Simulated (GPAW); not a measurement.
**Calculation of the molecule and its ions, with input and output: CH3FOSi (part 2 of 3)**

The same run, continued: CH3FOSi, SMILES F[SiH]1CO1; PBE/dzp, scalar-relativistic datasets (GPAW 26.7.0). The geometry comes from this level: GFN2-xTB.

Geometry of the input (Å):
```
F  -2.1174  -0.0388  0.3199
Si -0.7284  0.1350  -0.4581
C  0.8362  0.0372  0.4981
O  0.3181  -1.1038  -0.3081
H  -0.9409  0.7802  -1.7152
H  1.7803  0.3911  0.1112
H  0.8520  -0.2009  1.5523
```

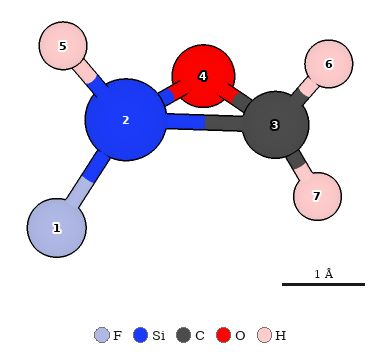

**Figure 1.** The input geometry (ball-and-stick view, seen at a tilt; atoms are numbered from 1 in the order of the input).

### What the program printed, continued
```
species:
  F:
    name:    Fluorine
    Z:       9.0
    valence: 7
    core:    2
    charge:  0.0  # [|e|]
    file:    F.PBE.gz
    compensation charges:
      type: gauss
      rc: 0.20  # [Å]
      lmax: 2
    cutoffs:
      filter: 1.14  # [Å]
      core: 0.74  # [Å]
    projectors
    | kind |    occ | energy [eV] | rcut [Å] |
    |------|--------|-------------|----------|
    |   2s |  2.000 |     -29.898 |    0.635 |
    |   2p |  5.000 |     -11.110 |    0.635 |
    |    s |        |      -2.687 |    0.635 |
    |    p |        |      16.102 |    0.635 |
    |    d |        |       0.000 |    0.635 |

    LCAO basis set for F:
      Name: dzp
      File: F.dzp.basis.gz
      Number of radial functions: 5
      Number of spherical harmonics: 13
        l=0, rc=3.8594 Bohr: 2s-sz confined orbital
        l=1, rc=4.8750 Bohr: 2p-sz confined orbital
        l=0, rc=2.0156 Bohr: 2s-dz split-valence wave
        l=1, rc=2.6094 Bohr: 2p-dz split-valence wave
        l=2, rc=4.8750 Bohr: d-type Gaussian polarization
      Number of RI-basis functions 0

  Si:
    name:    Silicon
    Z:       14.0
    valence: 4
    core:    10
    charge:  0.0  # [|e|]
    file:    Si.PBE.gz
    compensation charges:
      type: gauss
      rc: 0.33  # [Å]
      lmax: 2
    cutoffs:
      filter: 1.86  # [Å]
      core: 2.06  # [Å]
    projectors
    | kind |    occ | energy [eV] | rcut [Å] |
    |------|--------|-------------|----------|
    |   3s |  2.000 |     -10.812 |    1.058 |
    |   3p |  2.000 |      -4.081 |    1.058 |
    |    s |        |      16.399 |    1.058 |
    |    p |        |      23.130 |    1.058 |
    |    d |        |       0.000 |    1.058 |

    LCAO basis set for Si:
      Name: dzp
      File: Si.dzp.basis.gz
      Number of radial functions: 5
      Number of spherical harmonics: 13
        l=0, rc=6.8594 Bohr: 3s-sz confined orbital
        l=1, rc=9.0625 Bohr: 3p-sz confined orbital
        l=0, rc=3.8906 Bohr: 3s-dz split-valence wave
        l=1, rc=5.2344 Bohr: 3p-dz split-valence wave
        l=2, rc=9.0625 Bohr: d-type Gaussian polarization
      Number of RI-basis functions 0

  C:
    name:    Carbon
    Z:       6.0
    valence: 4
    core:    2
    charge:  0.0  # [|e|]
    file:    C.PBE.gz
    compensation charges:
      type: gauss
      rc: 0.20  # [Å]
      lmax: 2
    cutoffs:
      filter: 1.14  # [Å]
      core: 1.14  # [Å]
    projectors
    | kind |    occ | energy [eV] | rcut [Å] |
    |------|--------|-------------|----------|
    |   2s |  2.000 |     -13.751 |    0.635 |
    |   2p |  2.000 |      -5.284 |    0.635 |
    |    s |        |      13.461 |    0.635 |
    |    p |        |      21.927 |    0.635 |
    |    d |        |       0.000 |    0.635 |

    LCAO basis set for C:
      Name: dzp
      File: C.dzp.basis.gz
      Number of radial functions: 5
      Number of spherical harmonics: 13
        l=0, rc=5.5469 Bohr: 2s-sz confined orbital
        l=1, rc=6.6719 Bohr: 2p-sz confined orbital
        l=0, rc=3.0312 Bohr: 2s-dz split-valence wave
        l=1, rc=3.7500 Bohr: 2p-dz split-valence wave
        l=2, rc=6.6719 Bohr: d-type Gaussian polarization
      Number of RI-basis functions 0

  O:
    name:    Oxygen
    Z:       8.0
    valence: 6
    core:    2
    charge:  0.0  # [|e|]
    file:    O.PBE.gz
    compensation charges:
      type: gauss
      rc: 0.21  # [Å]
      lmax: 2
    cutoffs:
      filter: 1.17  # [Å]
      core: 0.83  # [Å]
    projectors
    | kind |    occ | energy [eV] | rcut [Å] |
    |------|--------|-------------|----------|
    |   2s |  2.000 |     -23.961 |    0.688 |
    |   2p |  4.000 |      -9.029 |    0.598 |
    |    s |        |       3.251 |    0.688 |
    |    p |        |      18.182 |    0.598 |
    |    d |        |       0.000 |    0.619 |

    LCAO basis set for O:
      Name: dzp
      File: O.dzp.basis.gz
      Number of radial functions: 5
      Number of spherical harmonics: 13
        l=0, rc=4.3438 Bohr: 2s-sz confined orbital
        l=1, rc=5.3906 Bohr: 2p-sz confined orbital
        l=0, rc=2.2969 Bohr: 2s-dz split-valence wave
        l=1, rc=2.8906 Bohr: 2p-dz split-valence wave
        l=2, rc=5.3906 Bohr: d-type Gaussian polarization
      Number of RI-basis functions 0

  H:
    name:    Hydrogen
    Z:       1.0
    valence: 1
    core:    0
    charge:  0.0  # [|e|]
    file:    H.PBE.gz
    compensation charges:
      type: gauss
      rc: 0.15  # [Å]
      lmax: 2
    cutoffs:
      filter: 0.85  # [Å]
      core: 0.53  # [Å]
    projectors
    | kind |    occ | energy [eV] | rcut [Å] |
    |------|--------|-------------|----------|
    |   1s |  1.000 |      -6.494 |    0.476 |
    |    s |        |      20.717 |    0.476 |
    |    p |        |       0.000 |    0.476 |

    LCAO basis set for H:
      Name: dzp
      File: H.dzp.basis.gz
      Number of radial functions: 3
      Number of spherical harmonics: 5
        l=0, rc=6.4219 Bohr: 1s-sz confined orbital
        l=0, rc=3.6094 Bohr: 1s-dz split-valence wave
        l=1, rc=6.4219 Bohr: p-type Gaussian polarization
      Number of RI-basis functions 0

Reference energy: -13706.375939  # eV

eigensolver:
  <gpaw.new.lcao.eigensolver.LCAOEigensolver object at 0x70a4a2a4ad20>
density mixing:
  MSR1-Mixer
  Pratt-step length: 0.05
  Maximum mixing coefficient: 0.75
  Old densities: 10
  SVD Regularization: 0.005
  Good broyden scale: 1.0
  Trust region scale: 1.0
  Backstep threshold: 4.0
  History deletion threshold: 6.0
  Fourier metric: weight=20.0, sigma=0.015

occupation numbers:
  # Zero width

FastPoissonSolver using
    Stencil: 6*3+1=19 point O(h^6) finite-difference Laplacian
    FFT axes: []
    FST axes: [np.int64(1), np.int64(2), np.int64(0)]

xc functional:
  name: PBE with 2 nearest neighbor stencil
interpolation: tri-quintic # 5. degree polynomial

Initialization done in: 3.977 s

convergence criteria:
- Maximum [total energy] change in last 3 cyles: 0.0005 eV / valence electron
- Maximum integral of absolute [dens]ity change: 0.0001 electrons / valence electron
- Maximum integral of absolute [eigenst]ate change: 4e-08 eV^2 / valence electron
maximum number of iterations: 100

SCF iterations
|iter     |     time |      energy | eigst |  dens |
|---------|----------|-------------|-------|-------|
|iter:   1| 00:00:04 |  -35.497204 |      c|       |
|iter:   2| 00:00:05 |  -35.069536 |      c| -0.80 |
|iter:   3| 00:00:05 |  -33.559018 |      c| -0.83 |
|iter:   4| 00:00:06 |  -33.537673 |      c| -1.44 |
|iter:   5| 00:00:06 |  -33.530929 |      c| -1.85 |
|iter:   6| 00:00:07 |  -33.530721c|      c| -2.60 |
|iter:   7| 00:00:07 |  -33.530705c|      c| -2.95 |
|iter:   8| 00:00:08 |  -33.530706c|      c| -3.54 |
|iter:   9| 00:00:09 |  -33.530705c|      c| -4.16c|

Converged in 9 steps
SCF loop duration: 4.465 s (0.496 s/step)
Energy contributions relative to reference atoms: (reference = -13706.375939)

Energy contributions:
  Kinetic:          39.537500
  Coulomb:         -38.021876
  Zero:              1.230607
  External:          0.000000
  Xc:              -36.276937
  Entropy:           0.000000
  Spinorbit:         0.000000
  ----------------------------
  Free energy:     -33.530705
  Extrapolated:    -33.530705

dipole moment: (0.074246, 0.321878, -0.114581)  # |e|*Ang

Fermi level: -3.358
Eigenvalues  # (at kpt = [0.000, 0.000, 0.000])
| band index |      eig [eV] | occ [0-2] |
|------------|---------------|-----------|
|          0 |       -29.804 |     2.000 |
|        ... |               |           |
|          4 |       -11.636 |     2.000 |
|          5 |       -11.163 |     2.000 |
|          6 |       -10.617 |     2.000 |
|          7 |       -10.501 |     2.000 |
|          8 |       -10.139 |     2.000 |
|          9 |        -9.120 |     2.000 |
|         10 |        -6.830 |     2.000 |
|         11 |        -6.207 |     2.000 |
|         12 |        -0.508 |     0.000 |
|         13 |         0.096 |     0.000 |
|         14 |         0.895 |     0.000 |
|         15 |         2.547 |     0.000 |
|         16 |         2.610 |     0.000 |
|         17 |         3.644 |     0.000 |
|         18 |         4.797 |     0.000 |

Gap: 5.699 eV
Transition (v -> c):
  (s=0, k=0, n=11, [0.00, 0.00, 0.00]) -> (s=0, k=0, n=12, [0.00, 0.00, 0.00])
No difference between direct/indirect transitions
vacuum-level: 0.000  # V
neutral       -33.53071 eV
  __  _  _
 | _ |_)|_||  |
 |__||  | ||/\| - 26.7.0

units:  Angstrom and eV
cores:  1
OpenMP: False

Versions:
  Python: 3.12.14
  ASE:    3.29.0
  Numpy:  2.5.5
  Scipy:  1.18.1
  Libxc:  7.0.0

        _gpaw.cpython-312-x86_64-linux-gnu.so

Input parameters:
  mode=LCAO(),
  basis={'default': 'dzp'},
  charge=1,
  h=0.22,
  maxiter=100,
  occupations=Occupations(name='fermi-dirac', width=0.0, fixmagmom=True),
  symmetry=Symmetry(point_group=False, time_reversal=False),
  xc=XC(name='PBE')

timing:  # [seconds]
  Total: 8.504  # ━━━━━━━━━━━━━━━━━━━━━━━━━━━━━━━━━━━━━━━━━━━━━━━━━━━━━━━━━━━
  Init:  3.976  # ━━━━━━━━━━━━━━━━━━━━━━━━━━━╸
  SCF:   4.465  # ━━━━━━━━━━━━━━━━━━━━━━━━━━━━━━━

Max RSS: 453.828  # MiB
        .-------------------------------.
       /|                               |
      / |                               |
     /  |                               |
    /   |                               |
   /    |                               |
  /     |                               |
 *      |                               |
 |      |                               |
 |      |              H                |
 |      |       F      C  H             |
 |      |          Si                   |
 |      |          H O                  |
 |      |                               |
 |      |                               |
 |      .-------------------------------.
 |     /                               /
 |    /                               /
 |   /                               /
 |  /                               /
 | /                               /
 |/                               /
 *-------------------------------*

Atoms  # Å, Bohr magnetons
|   | symbol |        x |        y |        z |    initial magnetic moments |
|---|--------|----------|----------|----------|-----------------------------|
| 0 |      F | 4.500000 | 5.564960 | 6.535070 | ( 0.0000,  0.0000,  0.1429) |
| 1 |     Si | 5.889010 | 5.738770 | 5.757150 | ( 0.0000,  0.0000,  0.1429) |
| 2 |      C | 7.453580 | 5.640970 | 6.713340 | ( 0.0000,  0.0000,  0.1429) |
| 3 |      O | 6.935510 | 4.500000 | 5.907090 | ( 0.0000,  0.0000,  0.1429) |
| 4 |      H | 5.676490 | 6.383960 | 4.500000 | ( 0.0000,  0.0000,  0.1429) |
| 5 |      H | 8.397660 | 5.994910 | 6.326410 | ( 0.0000,  0.0000,  0.1429) |
| 6 |      H | 7.469340 | 5.402830 | 7.767490 | ( 0.0000,  0.0000,  0.1429) |

Unit cell  # Å
| periodic |         x |         y |         z |   lengths |    angles |
|----------|-----------|-----------|-----------|-----------|-----------|
|       no | 12.897660 |  0.000000 |  0.000000 | 12.897660 | 90.000000 |
|       no |  0.000000 | 10.883960 |  0.000000 | 10.883960 | 90.000000 |
|       no |  0.000000 |  0.000000 | 12.267490 | 12.267490 | 90.000000 |

Number of symmetries: 1
Symmetry operations  # r_c * U_cc + t_c -> r_c
|   | kind |            matrix            |
|---|------|------------------------------|
| 0 |  E   |  1, 0, 0,  0, 1, 0,  0, 0, 1 |

BZ-sampling:
  Number of BZ points: 1
  Number of IBZ points: 1

  Monkhorst-Pack size: [1, 1, 1]
  Monkhorst-Pack shift: [0, 0, 0]

K-points  # in reciprocal-cell coordinates
|   |                                coordinates |     weight |
|---|--------------------------------------------|------------|
| 0 | (  0.00000000,   0.00000000,   0.00000000) | 1.00000000 |

basis functions: 67
Spin-components: 2 (collinear spins)
Bands:           19
Projectors:      29
Spin-degeneracy: 1
Datatype:        <class 'float'>

  Storage: CPU
  Wave functions: 20_368 bytes (20_368 per core)

Parallelization:
  kpt:    1
  domain: 1
  band:   1

Density:
  Valence electrons: 24.0
  Components: 2
  Grid points: [60 48 56]
  Charge: 1.0  # |e|

Potential:
  Grid points: [60 48 56]

species:
  F:
    name:    Fluorine
    Z:       9.0
    valence: 7
    core:    2
    charge:  0.0  # [|e|]
    file:    F.PBE.gz
    compensation charges:
      type: gauss
      rc: 0.20  # [Å]
      lmax: 2
    cutoffs:
      filter: 1.14  # [Å]
      core: 0.74  # [Å]
    projectors
    | kind |    occ | energy [eV] | rcut [Å] |
    |------|--------|-------------|----------|
    |   2s |  2.000 |     -29.898 |    0.635 |
    |   2p |  5.000 |     -11.110 |    0.635 |
    |    s |        |      -2.687 |    0.635 |
    |    p |        |      16.102 |    0.635 |
    |    d |        |       0.000 |    0.635 |

    LCAO basis set for F:
      Name: dzp
      File: F.dzp.basis.gz
      Number of radial functions: 5
      Number of spherical harmonics: 13
        l=0, rc=3.8594 Bohr: 2s-sz confined orbital
        l=1, rc=4.8750 Bohr: 2p-sz confined orbital
        l=0, rc=2.0156 Bohr: 2s-dz split-valence wave
        l=1, rc=2.6094 Bohr: 2p-dz split-valence wave
        l=2, rc=4.8750 Bohr: d-type Gaussian polarization
      Number of RI-basis functions 0

  Si:
    name:    Silicon
    Z:       14.0
    valence: 4
    core:    10
    charge:  0.0  # [|e|]
    file:    Si.PBE.gz
    compensation charges:
      type: gauss
      rc: 0.33  # [Å]
      lmax: 2
    cutoffs:
      filter: 1.86  # [Å]
      core: 2.06  # [Å]
    projectors
    | kind |    occ | energy [eV] | rcut [Å] |
    |------|--------|-------------|----------|
    |   3s |  2.000 |     -10.812 |    1.058 |
    |   3p |  2.000 |      -4.081 |    1.058 |
    |    s |        |      16.399 |    1.058 |
    |    p |        |      23.130 |    1.058 |
    |    d |        |       0.000 |    1.058 |

    LCAO basis set for Si:
      Name: dzp
      File: Si.dzp.basis.gz
      Number of radial functions: 5
      Number of spherical harmonics: 13
        l=0, rc=6.8594 Bohr: 3s-sz confined orbital
        l=1, rc=9.0625 Bohr: 3p-sz confined orbital
        l=0, rc=3.8906 Bohr: 3s-dz split-valence wave
        l=1, rc=5.2344 Bohr: 3p-dz split-valence wave
        l=2, rc=9.0625 Bohr: d-type Gaussian polarization
      Number of RI-basis functions 0
```
